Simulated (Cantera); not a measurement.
Input: 1 mol Mg(OH)2, 8.4 mol CO2, 4.5 mol O2, equilibrated at 550 K.

Cantera equilibrium calculation (NASA polynomials, part measured and part estimated; ideal gas, pure solids and liquids). Candidate condensed phases: C, C6H6, C7H8, C8H18, H2O, Mg, MgCO3, MgO, Mg(OH)2; 116 gas species. Rates play no part.

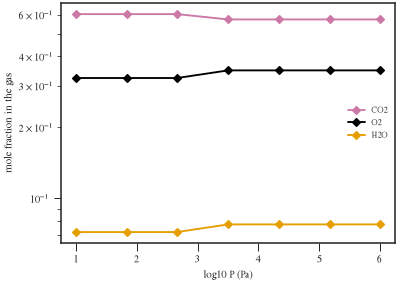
Figure. Equilibrium gas composition (values under 1e-9 drawn at 1e-9)

From 10.0 Pa to 4.60 mbar the condensed part is MgO(s). From 32.0 mbar to 10.0 bar the condensed part is MgCO3(s).
